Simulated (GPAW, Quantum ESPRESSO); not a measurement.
# Core-hole calculation of the Ti L₃ edge in TiTe2 (P-3m1), part 2 of 2

Aim: the near-edge shape at the Ti L₃ edge of TiTe2 (P-3m1), and what the core hole does to it.

GPAW 26.7.0; X-ray absorption from dipole matrix elements to empty bands, plane-wave PAW PBE.

So far. Step 2 (Ground state of the crystal): The mesh shows no gap, so the system is treated as a metal and the core electron is put at the Fermi level (neutral cell). Step 3 (Spectrum without a core hole, Ti atom 3): Main maxima below 30 eV (height): 1.2 eV (6.22), 2.6 eV (3.50) and 7.5 eV (0.69). At an L edge the dipole rule selects empty d (and weakly s) states on the absorber, and the strong line at the onset measures the empty part of its d band.

### Step 5. Spectrum with XCH, Ti atom 3

The holes are 7.5 Å apart. In GPAW the data set carries the hole's charge, so charge=0 means a charged cell and charge=-1 a neutral one. The excited electron is kept in the cell, where it fills the lowest empty states and screens the hole. After the field has converged, empty bands are computed with the density fixed and the dipole matrix elements are summed.

File xas.py:

```python
import numpy as np
from ase import Atoms
from ase.parallel import parprint, paropen
from gpaw import GPAW, PW, FermiDirac, Mixer, MixerDif, setup_paths
from gpaw.test import gen
setup_paths.insert(0, '.')
gen('Ti', name='fch2p', xcname='PBE', corehole=(2, 1, 1), write_xml=True)
from gpaw.mpi import world
world.barrier()

atoms = Atoms('Te8Ti4',
    cell=[[-1.8885, -3.27097795, -6.498],
     [1.8885, 3.27097795, -6.498],
     [7.554, 0, 0]],
    scaled_positions=[[0.29806667, 0.96473333, 0.83333333],
     [0.79806667, 0.46473333, 0.83333333],
     [0.29806667, 0.96473333, 0.33333333],
     [0.79806667, 0.46473333, 0.33333333],
     [0.70193333, 0.03526667, 0.16666667],
     [0.20193333, 0.53526667, 0.16666667],
     [0.70193333, 0.03526667, 0.66666667],
     [0.20193333, 0.53526667, 0.66666667],
     [0, 0, 0],
     [0.5, 0.5, 0],
     [0, 0, 0.5],
     [0.5, 0.5, 0.5]],
    pbc=True)
atoms.calc = calc = GPAW(legacy_gpaw=True, mode=PW(500, force_complex_dtype=True), xc='PBE', setups={8: 'fch2p'},
    kpts={'size': (3, 3, 3), 'gamma': True}, occupations=FermiDirac(0.1),
    charge=-1, mixer=Mixer(0.1, 5, 50), maxiter=150,
    convergence={'density': 0.0001, 'eigenstates': 1e-6}, txt='scf.txt')
energy = atoms.get_potential_energy() + calc.get_reference_energy()
ef = calc.get_fermi_level()
out = dict(energy=energy, fermi=ef, forces=atoms.get_forces().tolist())
parprint(f'all-electron energy {energy:.4f} eV, Fermi level {ef:.4f} eV')
ev = np.array([[calc.get_eigenvalues(k, s) for k in range(len(calc.get_ibz_k_points()))] for s in range(calc.get_number_of_spins())])
out['homo'], out['lumo'], out['counts'] = ev[ev < ef].max(), ev[ev > ef].min(), sorted(set((ev < ef).sum((0, 2)).tolist()))
out['filled'] = (ev[:, 0] < ef).sum(1).tolist()

from ase.units import Ha
from gpaw.xas import dipole_matrix_elements
nb = int(calc.get_number_of_electrons() / 2) + 213
top, nb = nb, nb + 8 + nb // 12
nscf = calc.fixed_density(kpts={'size': (4, 4, 4), 'gamma': True}, nbands=nb,
    convergence={'bands': top, 'eigenstates': 5e-3}, maxiter=60, txt='nscf.txt')
cell = atoms.cell.array
ops = [cell.T @ U.T @ np.linalg.inv(cell.T) for U in nscf.wfs.kd.symmetry.op_scc]
E = np.arange(-6, 34, 0.1)
fwhm = np.interp(E, [4, 25], [0.9, 3.5])
Y, X, zero, highest = 0, 0, 1e9, 1e9
for spin in range(nscf.get_number_of_spins()):
    wfs = nscf.wfs
    mine = wfs.bd.get_slice()  # this rank's bands
    A = dipole_matrix_elements(wfs.setups[8])
    eps = np.zeros((wfs.kd.nibzkpts, nb))
    d = np.zeros((3, A.shape[1], wfs.kd.nibzkpts, nb), complex)
    for kpt in wfs.kpt_u:
        if kpt.s == spin and 8 in kpt.P_ani:
            eps[kpt.k, mine] = kpt.eps_n * Ha
            d[:, :, kpt.k, mine] = (kpt.weight * wfs.nspins / 2) ** 0.5 * np.inner(A, kpt.P_ani[8])
    world.sum(eps)
    world.sum(d)
    T = np.einsum('amkn,bmkn->abkn', d, d.conj()).real
    T = sum(np.einsum('ai,ijkn,bj->abkn', R, T, R) for R in ops) / len(ops)
    empty = eps > ef
    zero, highest = min(zero, eps[empty].min()), min(highest, eps[:, top - 1].min())
    lines = [(eps, T, empty)] if spin == 0 else lines + [(eps, T, empty)]
for eps, T, empty in lines:
    f = np.einsum('aakn->akn', T).reshape(3, -1)
    x = eps.ravel() - zero
    w = np.interp(x, E, fwhm) / 2.35482
    g = np.exp(-0.5 * ((E[:, None] - x) / w) ** 2) / (w * (2 * np.pi) ** 0.5)
    Y = Y + (f * empty.ravel()) @ g.T
    X = X + (f * ~empty.ravel()) @ g.T
out.update(E=E.round(2).tolist(), xas=Y.tolist(), xes=X.tolist(), zero=zero, valid=highest - zero, nk=len(eps), nb=nb)
for i in range(0, len(E), 10):
    parprint(f'{E[i]:7.2f}', *(f'{v:10.3e}' for v in Y[:, i]))
import json
with paropen('out.json', 'w') as f:
    json.dump(out, f)
```

The run is started by

```sh
OMP_NUM_THREADS=1 mpirun -n 4 gpaw python xas.py
```

Numbers of over 12 decimals in the logs are rounded to 6 here.

Output:

```text
Input parameters:
  charge: -1
  convergence: {density: 0.0001,
                eigenstates: 1e-06}
  kpts: {gamma: True,
         size: (3, 3, 3)}
  maxiter: 150
  mixer: {backend: pulay,
          beta: 0.1,
          method: separate,
          nmaxold: 5,
          weight: 50}
  mode: {ecut: 500.0,
         force_complex_dtype: True,
         name: pw}
  occupations: {fixmagmom: False,
                name: fermi-dirac,
                width: 0.1}
  setups: {8: fch2p}
  xc: PBE

Initialize ...

[... PAW data sets ...]

Reference energy: -1570752.851744  # eV

Spin-paired calculation

[... convergence settings ...]
Symmetries present (total): 4
  [... symmetry matrices ...]

27 k-points: 3 x 3 x 3 Monkhorst-Pack grid
10 k-points in the irreducible part of the Brillouin zone
       k-points in crystal coordinates                weights
   0:     0.00000000    0.00000000    0.00000000          1/27
   1:     0.00000000    0.00000000    0.33333333          2/27
   2:     0.33333333   -0.33333333   -0.33333333          2/27
   3:     0.33333333   -0.33333333    0.33333333          4/27
   4:     0.33333333    0.00000000   -0.33333333          4/27
   5:     0.33333333    0.00000000    0.00000000          4/27
   6:     0.33333333    0.00000000    0.33333333          4/27
   7:     0.33333333    0.33333333   -0.33333333          2/27
   8:     0.33333333    0.33333333    0.00000000          2/27
   9:     0.33333333    0.33333333    0.33333333          2/27

Wave functions: Plane wave expansion
  Cutoff energy: 500.000 eV
  Number of coefficients (min, max): 8122, 8193
  Pulay-stress correction: 0.000000 eV/Ang^3 (de/decut=0.000000)
  Using FFTW library
  Wavefunction extrapolation:
    Improved wavefunction reuse through dual PAW basis

Occupation numbers: Fermi-Dirac:
  width: 0.1000  # eV

Eigensolver
   Davidson(niter=2)

Densities:
  Coarse grid: 40*40*40 grid
  Fine grid: 80*80*80 grid
  Total Charge: 0.000000

Density mixing:
  Method: separate
  Backend: pulay
  Linear mixing parameter: 0.1
  old densities: 5
  Width of damping distribution: 1.1
  Damping of long wavelength oscillations: 50

[... Hamiltonian set-up ...]
Number of atoms: 12
Number of atomic orbitals: 84
Number of bands in calculation: 63
Number of valence electrons: 97
Bands to converge: occupied

... initialized

Initializing position-dependent things.

Density initialized from atomic densities
Creating initial wave functions:
  63 bands from LCAO basis set

        Ti        Ti

              Te       Te

       Te       Te
        Ti        Ti
                   Te       Te

            Te       Te

Atomic positions and initial magnetic moments

Positions:
   0 Te     7.554000    2.180652   -8.205674    ( 0.0000,  0.0000,  0.0000)
   1 Te     5.665500   -1.090326   -8.205674    ( 0.0000,  0.0000,  0.0000)
   2 Te     3.777000    2.180652   -8.205674    ( 0.0000,  0.0000,  0.0000)
   3 Te     1.888500   -1.090326   -8.205674    ( 0.0000,  0.0000,  0.0000)
   4 Te     0.000000   -2.180652   -4.790326    ( 0.0000,  0.0000,  0.0000)
   5 Te     1.888500    1.090326   -4.790326    ( 0.0000,  0.0000,  0.0000)
   6 Te     3.777000   -2.180652   -4.790326    ( 0.0000,  0.0000,  0.0000)
   7 Te     5.665500    1.090326   -4.790326    ( 0.0000,  0.0000,  0.0000)
   8 Ti     0.000000    0.000000    0.000000    ( 0.0000,  0.0000,  0.0000)
   9 Ti     0.000000    0.000000   -6.498000    ( 0.0000,  0.0000,  0.0000)
  10 Ti     3.777000    0.000000    0.000000    ( 0.0000,  0.0000,  0.0000)
  11 Ti     3.777000    0.000000   -6.498000    ( 0.0000,  0.0000,  0.0000)

Unit cell:
           periodic     x           y           z      points  spacing
  1. axis:    yes   -1.888500   -3.270978   -6.498000    40     0.1461
  2. axis:    yes    1.888500    3.270978   -6.498000    40     0.1461
  3. axis:    yes    7.554000    0.000000    0.000000    40     0.1635

  Lengths:   7.515965   7.515965   7.554000
  Angles:   75.447611 104.552389  60.335086

Effective grid spacing dv^(1/3) = 0.1712

iter:   1  -118.660044
iter:   2   -79.231178   -0.50  -0.93
iter:   3   -73.764860   -1.00  -1.23
iter:   4   -73.597373   -1.94  -1.33
iter:   5   -73.369944   -1.44  -1.36
iter:   6   -74.457640   -1.31  -1.62
iter:   7   -73.247780   -2.04  -1.44
iter:   8   -73.143676   -2.84  -1.76
iter:   9   -73.140957   -2.05  -1.88
iter:  10   -73.132906c  -3.37  -2.42
iter:  11   -73.132615c  -3.84  -2.58
iter:  12   -73.132639c  -4.22  -2.64
iter:  13   -73.131657c  -4.55  -2.75
iter:  14   -73.131862c  -4.70  -3.07
iter:  15   -73.131751c  -5.43  -3.19
iter:  16   -73.131860c  -5.25  -3.31
iter:  17   -73.131776c  -5.99  -3.62
iter:  18   -73.131749c  -6.49c -3.70
iter:  19   -73.131750c  -6.78c -3.76
iter:  20   -73.131731c  -6.96c -3.96
iter:  21   -73.131733c  -7.35c -4.13c

Converged after 21 iterations.

Dipole moment: (-0.000000, 0.000000, 0.000000) |e|*Ang

Energy contributions relative to reference atoms: (reference = -1570752.851744)

Kinetic:       +109.249280
Potential:     -109.915243
External:        +0.000000
XC:             -72.890662
Entropy (-ST):   -0.229893
Local:           +0.539838
SIC:             +0.000000
--------------------------
Free energy:    -73.246679
Extrapolated:   -73.131733

Showing only first 2 kpts
 Kpt  Band  Eigenvalues  Occupancy
  0    46      6.18707    1.95237
  0    47      6.44270    1.52160
  0    48      6.81759    0.13933
  0    49      6.82641    0.12832

  1    46      6.24438    1.91705
  1    47      6.47849    1.37959
  1    48      6.68675    0.43394
[...]
Fermi level: 6.55841

No gap
No difference between direct/indirect transitions

Forces in eV/Ang:
  0 Te    0.14344    0.07206    0.11021
  1 Te    0.00931   -0.16025    0.11021
  2 Te   -0.15061    0.08695    0.09348
  3 Te   -0.01794    0.01036   -0.03925
  4 Te   -0.14344   -0.07206   -0.11021
  5 Te   -0.00931    0.16025   -0.11021
  6 Te    0.15061   -0.08695   -0.09348
  7 Te    0.01794   -0.01036    0.03925
  8 Ti    0.00000   -0.00000    0.00000
  9 Ti    0.00000    0.00000    0.00000
 10 Ti    0.00000    0.00000    0.00000
 11 Ti    0.00000   -0.00000    0.00000
Scalar-relativistic atomic PBE calculation for Ti (Titanium, Z=22)
Core hole in 2p state (2p occupation: 5.0)
600 radial gridpoints.
|------------------------------------------------|
|------------------------------------------------|
[... the atom generator's iteration count ...]

Energy contributions:
-------------------------
Kinetic:     +843.273121
XC:           -40.033654
Potential:  -1639.482848
-------------------------
Total:       -836.243380

state      eigenvalue         ekin         rmax
-----------------------------------------------
1s^2.0 :  -181.542505   236.300793        0.046
2s^2.0 :   -21.414146    42.339135        0.266
2p^5.0 :   -18.166125    41.094350        0.216
3s^2.0 :    -2.950614     9.255222        0.840
3p^6.0 :    -2.058094     8.090371        0.858
3d^2.0 :    -0.688811     5.427617        0.849
4s^2.0 :    -0.449382     1.306808        2.555
4p^0.0 :    -0.291443     0.926697        3.011
-----------------------------------------------
(units: Bohr and Hartree)

Generating PAW setup
Kinetic energy of the core from tauc = 767.047105
Cutoffs:
rc(s)=2.400
rc(p)=2.000
rc(d)=2.000
rc(vbar)=1.800
rc(comp)=2.300
rc(nct)=2.400

Kinetic energy of the core states: 762.751604
Charge: 1.0
Core electrons: 9.0
Valence electrons: 12.0
Pseudo-core charge: 0.000000
Shape function alpha=1.890
Pseudo-electron charge 5.434361
state    eigenvalue         norm
--------------------------------
3s(2) :    -2.950614     0.231364
4s(2) :    -0.449382     1.015034
3p(6) :    -2.058094     0.355003
4p(0) :    -0.291443     0.967752
3d(2) :    -0.688811     0.405772
*d    :     0.311189
--------------------------------

Diagonalizing with gridspacing h=0.050

state   all-electron     PAW
-------------------------------
3s:      -2.950614    -2.950904
3p:      -2.058094    -2.058758
3d:      -0.688811    -0.689409
*f:                   -0.028747
-------------------------------
all-electron energy -1570825.9835 eV, Fermi level 6.5584 eV
[...]
31.00  2.390e-04  2.389e-04  2.512e-04
  32.00  2.271e-04  2.274e-04  2.402e-04
  33.00  2.172e-04  2.173e-04  2.288e-04
```

The job ended after 5.7 min (4 MPI ranks of Arm Neoverse V2, shared host; peak memory 0.72 GiB).

The Ti L₃ spectrum, Ti atom 3, excited-electron core hole (neutral cell) (energy from the lowest empty level; intensity scaled to a mean of 1 over the first 20 eV; polarised curves are means over the symmetry-equivalent atoms):

| E (eV) | isotropic | ε ⊥ c | ε ∥ c |
| --- | --- | --- | --- |
| -2.0 | 0.00 | 0.00 | 0.00 |
| -0.5 | 0.64 | 0.64 | 0.65 |
| 1.0 | 5.75 | 6.26 | 4.72 |
| 2.5 | 2.93 | 2.70 | 3.40 |
| 4.0 | 0.07 | 0.07 | 0.06 |
| 5.5 | 0.30 | 0.32 | 0.26 |
| 7.0 | 0.58 | 0.61 | 0.52 |
| 8.5 | 0.45 | 0.44 | 0.46 |
| 10.0 | 0.41 | 0.40 | 0.42 |
| 11.5 | 0.43 | 0.44 | 0.42 |
| 13.0 | 0.43 | 0.42 | 0.44 |
| 14.5 | 0.41 | 0.41 | 0.41 |
| 16.0 | 0.38 | 0.39 | 0.37 |
| 17.5 | 0.36 | 0.36 | 0.38 |
| 19.0 | 0.35 | 0.34 | 0.37 |
| 20.5 | 0.35 | 0.34 | 0.38 |
| 22.0 | 0.35 | 0.35 | 0.35 |
| 23.5 | 0.32 | 0.33 | 0.31 |
| 25.0 | 0.33 | 0.33 | 0.31 |
| 26.5 | 0.35 | 0.36 | 0.33 |
| 28.0 | 0.37 | 0.38 | 0.35 |
| 29.5 | 0.38 | 0.38 | 0.38 |
| 31.0 | 0.36 | 0.35 | 0.37 |

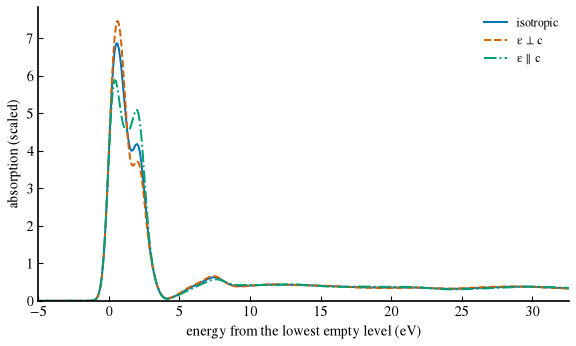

The Ti L₃ edge, Ti atom 3, excited-electron core hole (neutral cell): main maxima at 0.6, 2.0 and 7.5 eV.

Main maxima below 30 eV (height): 0.6 eV (6.87), 2.0 eV (4.18) and 7.5 eV (0.63). 

The total-energy difference is 456.15 eV. Two terms are added: -1.50 eV, since the hole is spin-paired here and a spin-polarised one costs that much less in the free atom (computed apart); −2.13 eV, a third of the tabulated L₂–L₃ splitting, since the scalar-relativistic hole is their mean. The photon energy is then 452.51 eV. The tabulated edge of the element is 453.8 eV. The functional leaves an error of a few eV in such absolute values.

### Step 6. With and without the hole

Both curves are counted from their own zero, so only the shift of weight within the empty states shows.

| E (eV) | no hole | XCH |
| --- | --- | --- |
| -2.0 | 0.00 | 0.00 |
| -1.0 | 0.01 | 0.02 |
| 0.0 | 1.30 | 3.96 |
| 1.0 | 5.65 | 5.75 |
| 2.0 | 3.38 | 4.18 |
| 3.0 | 3.03 | 1.14 |
| 4.0 | 0.28 | 0.07 |
| 5.0 | 0.22 | 0.19 |
| 6.0 | 0.41 | 0.39 |
| 7.0 | 0.63 | 0.58 |
| 8.0 | 0.62 | 0.56 |
| 9.0 | 0.42 | 0.40 |
| 10.0 | 0.44 | 0.41 |
| 11.0 | 0.44 | 0.43 |
| 12.0 | 0.47 | 0.43 |
| 13.0 | 0.46 | 0.43 |
| 14.0 | 0.44 | 0.42 |
| 15.0 | 0.39 | 0.40 |
| 16.0 | 0.40 | 0.38 |
| 17.0 | 0.40 | 0.37 |
| 18.0 | 0.37 | 0.36 |
| 19.0 | 0.35 | 0.35 |
| 20.0 | 0.35 | 0.35 |
| 21.0 | 0.36 | 0.36 |
| 22.0 | 0.36 | 0.35 |
| 23.0 | 0.34 | 0.33 |
| 24.0 | 0.32 | 0.32 |
| 25.0 | 0.31 | 0.33 |
| 26.0 | 0.34 | 0.34 |
| 27.0 | 0.36 | 0.36 |
| 28.0 | 0.37 | 0.37 |
| 29.0 | 0.37 | 0.38 |
| 30.0 | 0.36 | 0.37 |
| 31.0 | 0.36 | 0.36 |
| 32.0 | 0.35 | 0.34 |

With each curve scaled to its own mean, the area from −2 to 6 eV with the hole is 15.4 against 14.1, and the centre of weight from −1 to 20 eV moves by -0.6 eV (first and strongest maxima below 20 eV: 1.2 eV (6.22), 2.6 eV (3.50) and 7.5 eV (0.69) without the hole, 0.6 eV (6.87), 2.0 eV (4.18) and 7.5 eV (0.63) with it); the shape changes all the same, by 50 % r.m.s.

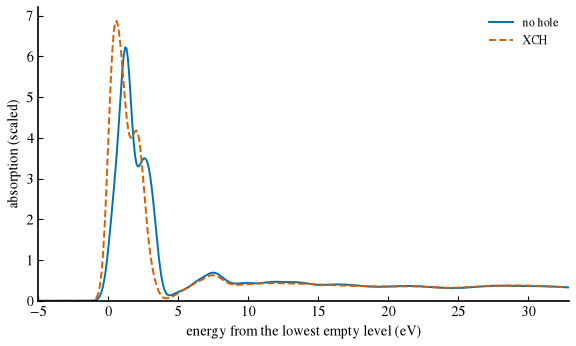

The Ti L₃ edge with and without the core hole, each from its own zero; the highest intensity below 24 eV lies at 0.6 eV with the hole.

### Step 7. Runs not followed above

These runs aren't followed: redraws of a spectrum that repeat one shown, runs with a planted fault or a state judged unsound, or a program's part that gave no sound spectrum.

| program | step | status | elapsed |
| --- | --- | --- | --- |
| Quantum ESPRESSO | ground state | converged | 9.6 s |
| Quantum ESPRESSO | no core hole | converged | 5.6 min |
| Quantum ESPRESSO | no core hole, redrawn | converged | 29 s |
| Quantum ESPRESSO | supercell ground state | converged | 3.5 min |
| Quantum ESPRESSO | core-hole potential | converged | 0.71 s |
| Quantum ESPRESSO | supercell with XCH | converged | 4.9 min |
| Quantum ESPRESSO | spectrum with XCH | timeout | 25 min |
| Quantum ESPRESSO | supercell with XCH | converged | 4.5 min |
| Quantum ESPRESSO | edge energy | converged | 0 s |

### Step 8. What came out

| Property | Result |
| --- | --- |
| absorber and edge | Ti L₃, atom 3 of the ground-state input (counted from 1) |
| surroundings | 6 Te at 2.77 Å (octahedral, site symmetry -3m) |
| highest intensity below 24 eV | 0.6 eV above the zero, height 6.87 |
| photon energy of the zero, with the added terms | 452.5 eV (raw 456.1 eV; uncertain by a few eV) |

In words: The Ti L₃ edge of atom 3, with 6 Te at 2.77 Å (octahedral, site symmetry -3m), has its highest intensity of the first 24 eV at 0.6 eV above the zero, near 453 eV in photon energy (uncertain by a few eV), 6.9 times the mean level of the first 20 eV (Gaussian full width 0.9 eV up to 4 eV, rising linearly to 3.5 eV at 25 eV). With each curve scaled to its own mean, the area from −2 to 6 eV with the hole is 15.4 against 14.1, and the centre of weight from −1 to 20 eV moves by -0.6 eV (first and strongest maxima below 20 eV: 1.2 eV (6.22), 2.6 eV (3.50) and 7.5 eV (0.69) without the hole, 0.6 eV (6.87), 2.0 eV (4.18) and 7.5 eV (0.63) with it); the shape changes all the same, by 50 % r.m.s. At the Ti L₃ edge of atom 3 polarisation matters most near 0.8 eV, where the curves differ by 2.0 on this scale. The same cell was also set up in Quantum ESPRESSO; that part failed, was judged unsound or used a data set known to give false states; its runs are listed without their results. 1 further run of this session is left out of this account as redundant. One-electron theory leaves out the 2p–3d multiplets that shape measured L edges of 3d elements, and the L₂ edge isn't added. The unit cell's mesh shows no gap over 0.35 eV. That is right for a metallic compound; for a small-gap or correlated insulator it would be the fault of the functional or of the assumed magnetic order, and the hole would be screened too well. The mesh is coarse (0.27 Å⁻¹ between points), so small maxima may be mesh ripples. The structure is a published determination, not relaxed.

[Banner, clock and machine lines of the logs are left out without a mark of their own.]

[Logs are printed without paths, hosts, clocks, repeated set-up lines and the standing remarks that a program may print on its own settings, such as how far it seeks lower states.]

[Hosts, paths, dates, database ids (printed as entryN), source tags and the programs' standing remarks are cut or masked in the printed files.]

[Lists of maxima count a maximum above −3 eV only where it reaches 4 % of the highest in the window and stands out from its surroundings by 2 % of it (1.5 % where it reaches 55 %); shoulders and weaker maxima are passed over, and of the rest the first, up to two pre-edge ones and the few strongest are named.]
